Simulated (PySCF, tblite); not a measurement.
# C₃H₈BN₃O: geometry, infrared bands and NMR shifts

What infrared bands and NMR shifts should C₃H₈BN₃O (`NB1NCCC(=O)N1`) show?

Computed with tblite 0.8.0 and PySCF 2.14.0, with density-fitted response routines of our own, on a single molecule in the gas phase. Atoms are numbered from 0 throughout.

**1. The starting structure**

16 atoms, charge 0, multiplicity 1; geometry from: force field or distance geometry start.

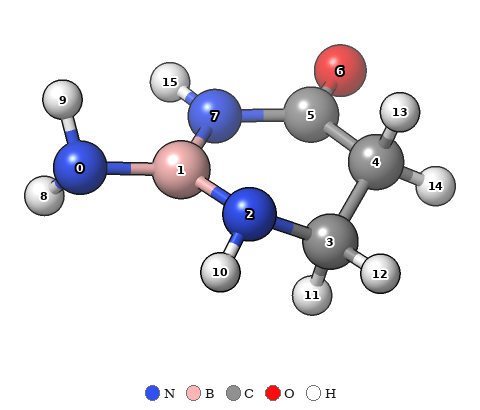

As it starts; nitrogen blue, boron pink, carbon grey, oxygen red, hydrogen white, atoms numbered.

**2. Optimising the geometry with GFN2-xTB**

Job settings and geometry (Å):

```
{"job": {"kind": "relax", "xc": "GFN2-xTB", "basis": "xTB"}, "charge": 0, "multiplicity": 1}
N      2.673400    -0.217400    -0.310000
B      1.150500    -0.094800    -0.163000
N      0.256600    -1.280600    -0.517100
C     -1.029700    -1.158900     0.193400
C     -1.769800     0.136900    -0.138200
C     -0.923300     1.339700     0.170300
O     -1.467300     2.448500     0.421100
N      0.515700     1.254200     0.140500
H      3.092100     0.043100     0.611000
H      2.955500     0.510300    -0.995500
H      0.719400    -2.150900    -0.194100
H     -0.868000    -1.230700     1.304900
H     -1.681700    -2.022000    -0.073000
H     -2.012100     0.147400    -1.231300
H     -2.719400     0.194600     0.435400
H      1.100500     2.089500     0.334000
```

Run with:

```bash
$ OMP_NUM_THREADS=1 python probes_run.py task.json out
```

This one command runs all jobs of the session in turn.

Standard output:

```text
step      E/eV     max force
  0    -669.64459    3.900
  1    -670.05580    4.097
  2    -670.39615    1.606
  3    -670.55865    0.882
  4    -670.61225    0.561
  5    -670.65027    0.552
  6    -670.68193    0.455
  7    -670.70779    0.438
  8    -670.72529    0.311
  9    -670.73591    0.216
 10    -670.74508    0.204
 11    -670.75427    0.240
 12    -670.76354    0.203
 13    -670.77021    0.194
 14    -670.77539    0.183
 15    -670.78050    0.200
 16    -670.78668    0.210
 17    -670.79331    0.228
 18    -670.80114    0.322
 19    -670.81120    0.279
 20    -670.82737    0.339
 21    -670.84972    0.597
 22    -670.87983    0.564
 23    -670.87937    1.904
 24    -670.94527    0.593
 25    -670.97048    0.429
 26    -670.99511    1.828
 27    -671.02927    0.484
 28    -671.05156    0.433
 29    -671.11144    1.493
 30    -671.15025    0.376
 31    -671.17714    0.430
 32    -671.19749    0.284
 33    -671.20872    0.336
 34    -671.21692    0.313
 35    -671.22216    0.157
 36    -671.22539    0.251
 37    -671.22803    0.156
 38    -671.23086    0.099
 39    -671.23540    0.143
 40    -671.23732    0.128
 41    -671.23896    0.067
 42    -671.23980    0.075
 43    -671.24083    0.089
 44    -671.24197    0.091
 45    -671.24329    0.094
 46    -671.24469    0.098
 47    -671.24612    0.090
 48    -671.24747    0.080
 49    -671.24879    0.082
 50    -671.25012    0.084
 51    -671.25130    0.077
 52    -671.25202    0.070
 53    -671.25236    0.041
 54    -671.25257    0.040
 55    -671.25278    0.035
 56    -671.25315    0.048
 57    -671.25349    0.056
 58    -671.25386    0.058
 59    -671.25417    0.048
 60    -671.25447    0.054
 61    -671.25482    0.061
 62    -671.25524    0.055
 63    -671.25565    0.048
 64    -671.25593    0.039
 65    -671.25609    0.045
 66    -671.25619    0.035
 67    -671.25627    0.022
 68    -671.25634    0.017
 69    -671.25640    0.020
 70    -671.25644    0.020
 71    -671.25648    0.013
 72    -671.25650    0.012
 73    -671.25652    0.016
 74    -671.25654    0.017
 75    -671.25655    0.013
 76    -671.25657    0.010
```

Wall time 0.44 s (1 thread of Arm Neoverse V1, shared host); peak memory 0.18 GiB.

The steps of the relaxation: (not every step is listed)

| step | energy from step 0 (eV) | largest force (eV/Å) |
| --- | --- | --- |
| 0 | 0.0000 | 3.9000 |
| 1 | -0.4112 | 4.0969 |
| 2 | -0.7516 | 1.6056 |
| 3 | -0.9141 | 0.8824 |
| 4 | -0.9677 | 0.5612 |
| 5 | -1.0057 | 0.5521 |
| 6 | -1.0373 | 0.4552 |
| 7 | -1.0632 | 0.4380 |
| 8 | -1.0807 | 0.3112 |
| 14 | -1.1308 | 0.1830 |
| 20 | -1.1828 | 0.3387 |
| 26 | -1.3505 | 1.8282 |
| 32 | -1.5529 | 0.2836 |
| 38 | -1.5863 | 0.0990 |
| 44 | -1.5974 | 0.0908 |
| 50 | -1.6055 | 0.0842 |
| 56 | -1.6086 | 0.0484 |
| 62 | -1.6106 | 0.0552 |
| 68 | -1.6118 | 0.0169 |
| 71 | -1.6119 | 0.0135 |
| 72 | -1.6119 | 0.0119 |
| 73 | -1.6119 | 0.0163 |
| 74 | -1.6119 | 0.0166 |
| 75 | -1.6120 | 0.0132 |
| 76 | -1.6120 | 0.0100 |

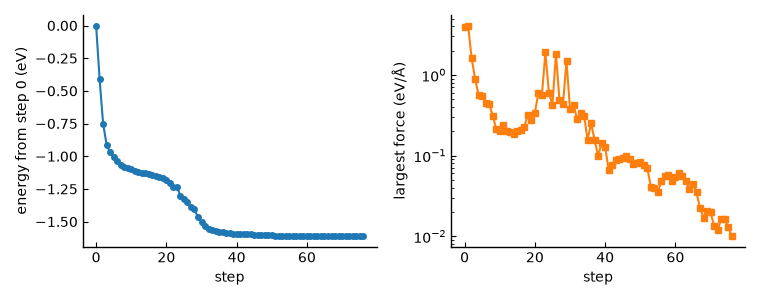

Energy and largest force along the relaxation.

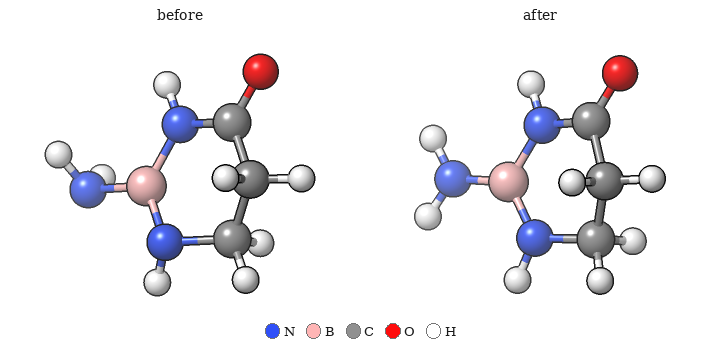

The geometry before (left) and after (right).

Close pairs (by a distance rule), those that changed most:

| bond | before (Å) | after (Å) | change (Å) |
| --- | --- | --- | --- |
| N0–B1 | 1.535 | 1.405 | -0.130 |
| B1–N2 | 1.527 | 1.404 | -0.122 |
| C5–N7 | 1.442 | 1.354 | -0.088 |
| B1–N7 | 1.521 | 1.451 | -0.070 |
| C5–O6 | 1.260 | 1.214 | -0.046 |
| N0–H8 | 1.045 | 1.003 | -0.042 |
| N0–H9 | 1.039 | 1.003 | -0.036 |
| N2–H10 | 1.037 | 1.005 | -0.032 |

The next job starts from the end point, and lists it.

**3. Infrared spectrum with GFN2-xTB**

Job settings and geometry (Å):

```
{"job": {"kind": "ir", "xc": "GFN2-xTB", "basis": "xTB"}, "charge": 0, "multiplicity": 1}
N      2.516852     0.027699    -0.311500
B      1.129752     0.007514    -0.090259
N      0.371158    -1.173323    -0.038037
C     -1.023791    -1.150982     0.349522
C     -1.693547     0.103895    -0.202385
C     -0.937927     1.375901     0.152462
O     -1.497325     2.424666     0.398804
N      0.410049     1.251269     0.113453
H      3.064281    -0.800177    -0.455000
H      3.047234     0.874358    -0.399418
H      0.788827    -2.086720    -0.075298
H     -1.123350    -1.166524     1.446769
H     -1.531108    -2.037072    -0.045312
H     -1.719329     0.050679    -1.294128
H     -2.716689     0.191882     0.162346
H      0.907314     2.115878     0.276569
```

Standard output:

```text
mode    cm-1     km/mol
  1     104.0      2.95
  2     123.3      0.39
  3     204.6      1.24
  4     269.6      1.52
  5     358.9    138.74
  6     392.7     37.06
  7     434.3      3.94
  8     437.2     10.94
  9     464.6    132.49
 10     493.7     12.06
 11     505.6     23.23
 12     543.2      0.91
 13     646.4     19.69
 14     705.3    157.80
 15     781.9      8.74
 16     812.5      9.57
 17     891.7     29.02
 18     933.0      2.67
 19     995.0      5.77
 20    1042.7     11.84
 21    1133.8     19.68
 22    1163.1     33.99
 23    1201.9     11.08
 24    1233.5     62.34
 25    1271.1      9.72
 26    1302.7     36.60
 27    1306.7     52.89
 28    1330.7    132.35
 29    1377.4    333.74
 30    1442.0     43.52
 31    1466.7    308.91
 32    1493.6     24.05
 33    1537.8    277.66
 34    1746.8    684.15
 35    2842.4     75.58
 36    2934.0     64.40
 37    2962.5     26.02
 38    3012.4     20.80
 39    3436.8      0.06
 40    3499.6      4.36
 41    3531.8      3.18
 42    3571.9      0.44
```

It took 0.46 s on 1 thread of Arm Neoverse V1, shared host; peak memory 0.18 GiB.

Which atoms move in the most intense modes:

| cm⁻¹ | km/mol | atoms |
| --- | --- | --- |
| 359 | 138.7 | H9 45 %, H8 32 %, N0 14 % |
| 465 | 132.5 | H10 54 %, H8 13 %, N2 12 % |
| 705 | 157.8 | H15 58 %, C5 16 %, N7 15 % |
| 1331 | 132.3 | C5 17 %, H12 13 %, B1 12 %, H15 11 % |
| 1377 | 333.7 | N7 26 %, B1 18 %, H12 12 %, H11 11 % |
| 1467 | 308.9 | B1 31 %, N2 20 % |
| 1538 | 277.7 | H8 35 %, H9 34 %, N0 17 % |
| 1747 | 684.1 | C5 64 %, O6 32 % |

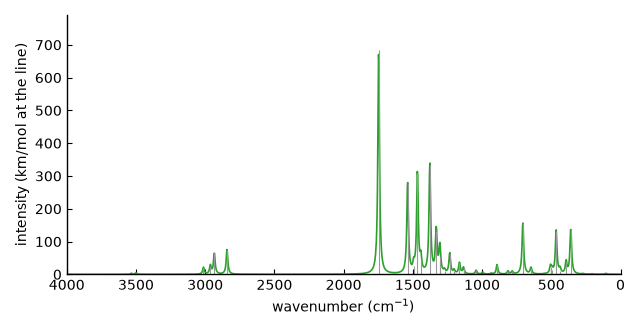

The infrared spectrum from these modes, unscaled. Lines are broadened to a width of 14 cm⁻¹ (Lorentzian).

**4. NMR shieldings: PBE0/pcSseg-1**

Settings changed since step 3:

```diff
@@ -1,2 +1,2 @@
-{"job": {"kind": "ir", "xc": "GFN2-xTB", "basis": "xTB"}, "charge": 0, "multiplicity": 1}
+{"job": {"kind": "nmr", "xc": "PBE0", "basis": "pcSseg-1"}, "charge": 0, "multiplicity": 1}
 N      2.516852     0.027699    -0.311500
```

With the program's defaults for keys left out, this is: GIAO PBE0/pcSseg-1 NMR shielding, non-relativistic, gas phase.

Standard output:

```text
coarse grid: 13576 points
cycle   1  E = -382.9188183171  dE =  1.423e+00  |g| = 9.112e-01  |ddm| = 3.550e+00
cycle   2  E = -382.5459054138  dE =  3.729e-01  |g| = 1.668e+00  |ddm| = 2.360e+00
cycle   3  E = -383.0702624725  dE = -5.244e-01  |g| = 2.792e-01  |ddm| = 1.799e+00
cycle   4  E = -383.0861587438  dE = -1.590e-02  |g| = 6.464e-02  |ddm| = 2.462e-01
cycle   5  E = -383.0869102622  dE = -7.515e-04  |g| = 1.871e-02  |ddm| = 5.295e-02
cycle   6  E = -383.0869862865  dE = -7.602e-05  |g| = 4.633e-03  |ddm| = 1.734e-02
cycle   7  E = -383.0869905508  dE = -4.264e-06  |g| = 1.188e-03  |ddm| = 3.989e-03
final grid: 131992 points
cycle   8  E = -383.1342170301  dE = -1.993e-05  |g| = 1.460e-02  |ddm| = 2.803e-02
cycle   9  E = -383.1341218253  dE =  9.520e-05  |g| = 2.673e-02  |ddm| = 2.918e-02
cycle  10  E = -383.1342573519  dE = -1.355e-04  |g| = 3.136e-03  |ddm| = 2.091e-02
cycle  11  E = -383.1342592307  dE = -1.879e-06  |g| = 2.153e-04  |ddm| = 2.174e-03
cycle  12  E = -383.1342592379  dE = -7.140e-09  |g| = 1.332e-04  |ddm| = 3.017e-04
cycle  13  E = -383.1342592416  dE = -3.780e-09  |g| = 2.675e-05  |ddm| = 1.166e-04
cycle  14  E = -383.1342592418  dE = -1.388e-10  |g| = 7.455e-06  |ddm| = 2.482e-05
converged SCF energy = -383.1342592418

GIAO shielding tensors (ppm)
atom      isotropic    diamagn.    paramagn.     s11        s22        s33       span
  0 N      220.563     316.443     -95.880    191.968    210.014    259.707     67.739
  1 B       80.601     194.931    -114.330     52.357     82.697    106.748     54.390
  2 N      207.200     321.728    -114.529    179.671    207.281    234.648     54.977
  3 C      144.298     243.798     -99.500    126.441    137.936    168.517     42.077
  4 C      148.157     251.365    -103.208    133.270    151.554    159.647     26.377
  5 C       12.626     243.340    -230.714    -82.815     21.373     99.319    182.134
  6 O     -122.480     396.603    -519.082   -430.394   -227.285    290.239    720.633
  7 N      124.933     327.129    -202.196     36.791    155.991    182.017    145.226
  8 H       30.059      30.750      -0.691     23.242     27.452     39.483     16.241
  9 H       30.031      30.819      -0.788     23.366     27.318     39.408     16.042
 10 H       29.779      33.060      -3.281     22.020     29.054     38.264     16.244
 11 H       28.108      29.428      -1.320     22.880     27.006     34.438     11.558
 12 H       28.577      28.924      -0.346     23.644     27.490     34.598     10.953
 13 H       29.183      30.012      -0.829     26.585     27.287     33.678      7.093
 14 H       29.506      29.536      -0.030     25.416     28.131     34.971      9.555
 15 H       26.728      33.019      -6.291     22.706     25.928     31.549      8.843
```

It took 27 s on 1 thread of Arm Neoverse V1, shared host; peak memory 0.86 GiB.

The references, computed at this level on geometries of the same kind, shield at (ppm): ¹H TMS 31.72, ¹³C TMS 186.9, ¹⁵N NH3 267.7, ¹⁷O H2O 336.1, ¹¹B BF3·OEt2 100.1. Their shielding less the atom's gives the shift. The references are single molecules in the gas phase, so shifts against H2O, NH3, PH3, H3PO4 or CFCl3 are not on the usual liquid scales and can be off by tens of ppm. Atoms listed in one row are averaged.

| atoms | environment | σ (ppm) | δ (ppm) | δ scaled to CDCl3 |
| --- | --- | --- | --- | --- |
| C5 | amide carbonyl carbon | 12.6 | 174.3 | 168.2 |
| C3 | sp3 CH2 bonded to N | 144.3 | 42.6 | 39.7 |
| C4 | sp3 CH2 α to a carbonyl | 148.2 | 38.8 | 35.9 |
| H15 | hydrogen on an amide-type nitrogen | 26.73 | 4.99 | – |
| H11, H12 | hydrogen on an sp3 CH2 bonded to N | 28.34 | 3.37 | 3.29 |
| H13, H14 | hydrogen on an sp3 CH2 α to a carbonyl | 29.34 | 2.37 | 2.34 |
| H10 | hydrogen on a nitrogen bonded to C, B, in a 6-membered ring | 29.78 | 1.94 | – |
| H8, H9 | hydrogen on a nitrogen bonded to B | 30.04 | 1.67 | – |
| N7 | amide-type nitrogen | 124.9 | 142.8 | – |
| N2 | nitrogen bonded to C, B, H, in a 6-membered ring | 207.2 | 60.5 | – |
| N0 | nitrogen bonded to B, 2 H | 220.6 | 47.2 | – |
| B1 | boron bonded to 3 N, in a 6-membered ring | 80.6 | 19.5 | – |
| O6 | amide-type carbonyl oxygen | -122.5 | 458.6 | – |

The scaled column applies a straight-line fit of computed shieldings to shifts measured in CDCl3 (root-mean-square error 0.16 ppm for H, 1.9 ppm for C).

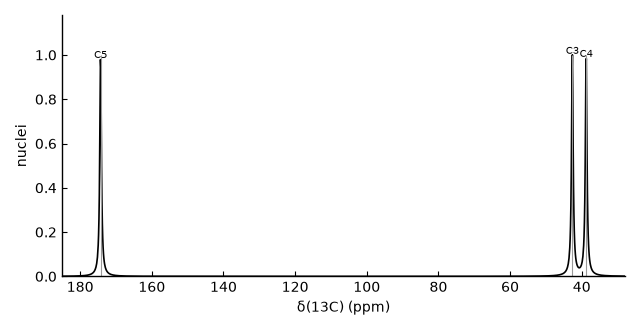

¹³C lines at the computed shifts, without couplings. Lines are broadened to a width of 0.54 ppm (Lorentzian).

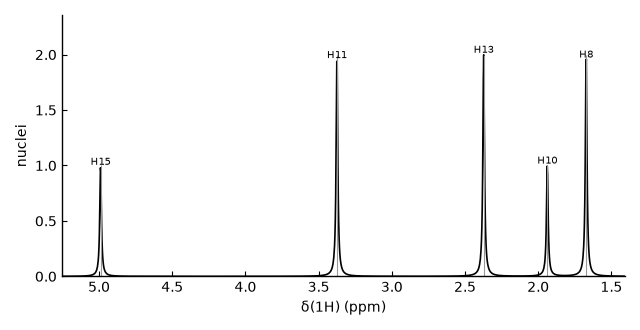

¹H lines at the computed shifts, without couplings. Lines are broadened to a width of 0.01 ppm (Lorentzian).

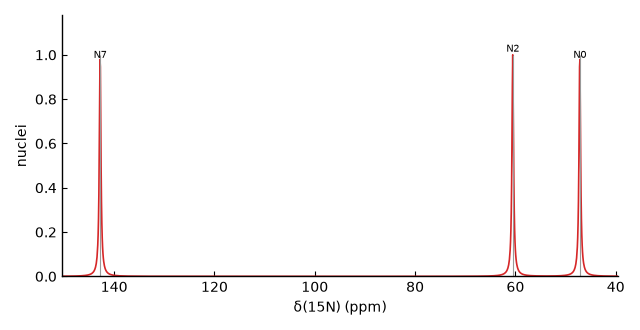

¹⁵N lines at the computed shifts, without couplings. Lines are broadened to a width of 0.38 ppm (Lorentzian).

Charges from the same density, by scheme (e):

| atoms | Mulliken | IAO | Hirshfeld | ESP fit |
| --- | --- | --- | --- | --- |
| N0 | -0.49 | -0.61 | -0.27 | -1.18 |
| B1 | 0.58 | 0.34 | 0.19 | 0.78 |
| N2 | -0.55 | -0.45 | -0.21 | -0.76 |
| C3 | -0.01 | -0.14 | -0.02 | 0.18 |
| C4 | -0.26 | -0.32 | -0.08 | -0.29 |
| C5 | 0.39 | 0.45 | 0.18 | 0.71 |
| O6 | -0.42 | -0.50 | -0.31 | -0.59 |
| N7 | -0.50 | -0.43 | -0.17 | -0.69 |

IAO charges:

N0 -0.61; B1 0.34; N2 -0.45; C3 -0.14; C4 -0.32; C5 0.45; O6 -0.50; N7 -0.43; H8 0.27; H9 0.27; H10 0.26; H11 0.12; H12 0.14; H13 0.16; H14 0.16; H15 0.28

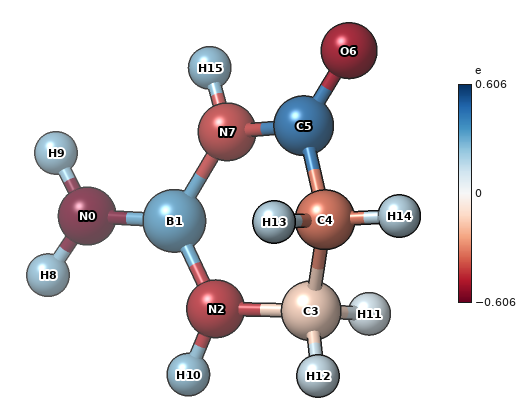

IAO charges, as colours on the atoms.

Mayer bond orders: N0–B1 1.22, B1–N2 1.15, N2–C3 0.97, C3–C4 1.04, C4–C5 0.99, C5–O6 1.97, C5–N7 1.16, N7–B1 0.97.

Ring of atoms B1, N2, C3, C4, C5, N7: NICS(0) -2.0, NICS(1) -1.5, NICS(1)zz 1.4 ppm (means of both faces).

**5. What came out**

```
                                                              quantity                             value
                             strongest single infrared mode (GFN2-xTB)             1747 cm⁻¹, 684 km/mol
                                          zero-point energy (GFN2-xTB)                     80.0 kcal/mol
                                ¹³C shifts against TMS (PBE0/pcSseg-1)             174.3, 42.6, 38.8 ppm
¹H shifts against TMS (PBE0/pcSseg-1, means over atoms taken as alike)  4.99, 3.37, 2.37, 1.94, 1.67 ppm
                                ¹⁵N shifts against NH3 (PBE0/pcSseg-1)             142.8, 60.5, 47.2 ppm
                           ¹¹B shifts against BF3·OEt2 (PBE0/pcSseg-1)                          19.5 ppm
                                ¹⁷O shifts against H2O (PBE0/pcSseg-1)                         458.6 ppm
```

**Reading.** Relaxing lowered the energy by 1.612 eV in 76 steps; the close pair that moved most is N0–B1, from 1.535 to 1.405 Å. All 42 modes are real, so the xTB geometry is a minimum. The strongest single mode, at 1747 cm⁻¹, moves mainly C5 and O6. Unscaled tight-binding wavenumbers are off by several per cent, some by more. Its intensities can rank the bands wrongly. At PBE0/pcSseg-1: The widest tensor belongs to O6: span 721 ppm, with a paramagnetic part of -519 ppm.
